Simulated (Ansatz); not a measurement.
InPd (Pm-3m): the Drude term of Re ε in the infrared

Re ε of InPd (Pm-3m) at low photon energies is read from one computed spectrum; the carriers' damping was typed as γ = 0.03 eV.

Cell: a, b, c = 3.272, 3.272, 3.272 Å (primitive vectors), 2 atoms.

Method: Ansatz 0.2.0, PBE, independent particles, k-mesh 10×10×10 with interpolation inside its cells, Gaussian parameter 0.1 eV.

Launch of the response step: `ansatz run input.yaml --threads 4 --pin off --max-ram 8192MiB --backend cpu --events-out ev --progress --plain --runs-dir out`. The run took 9 s, on 4 threads of Arm Neoverse V1 (shared host).

| photon energy E (eV) | wavelength (µm) | Re ε |
| --- | --- | --- |
| 0.25 | 4.96 | -907.3 |
| 0.30 | 4.13 | -636.9 |
| 0.35 | 3.54 | -474.3 |
| 0.40 | 3.10 | -366.3 |
| 0.50 | 2.48 | -233.1 |
| 0.60 | 2.07 | -158.5 |
| 0.70 | 1.77 | ? |

A Drude term over a constant background gives Re ε = ε_b − ωp²/(E² + γ²), linear in 1/(E² + γ²).

Working, on the rows shown:

| x = 1/(E² + γ²) (eV⁻²) | y = Re ε |
| --- | --- |
| 15.7729 | -907.3 |
| 11.0011 | -636.9 |
| 8.10373 | -474.3 |
| 6.21504 | -366.3 |
| 3.98565 | -233.1 |
| 2.77085 | -158.5 |

Means: x̄ = 7.9749, ȳ = -462.73. Σ(x − x̄)(y − ȳ) = -6664, Σ(x − x̄)² = 116.1. Slope = -6664 / 116.1 = -57.41; intercept = ȳ − slope · x̄ = -4.8713. The line misses the rows shown by at most 5.5.

**Question.** Predict the last column of the withheld row from the fit.

**Answer.** At x = 2.0371 the line gives y = -121.83. The run gave -113.0, so the extrapolation is off by 8.8, 1.1 % of the range in the table.

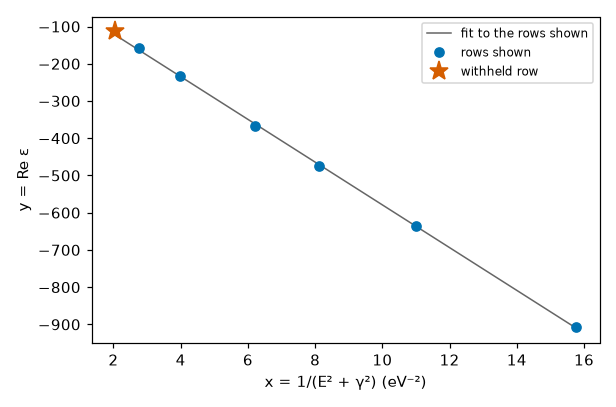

Refitted with all rows, the slope is -57.72 and the intercept -1.4222. These give ωp = √(−slope) = 7.60 eV, against 7.68 eV from the program's Fermi-surface sum, and an intercept of -1.4. Taking the program's Drude term off the rows leaves 23 at the lowest energy and 7 at the highest, so the background isn't constant: interband transitions lie in or near the window, and neither fitted number can be trusted. The values come from a sum over the points of one k-mesh and carry its error, which is largest for Fermi-surface quantities. Spin-orbit coupling is left out.
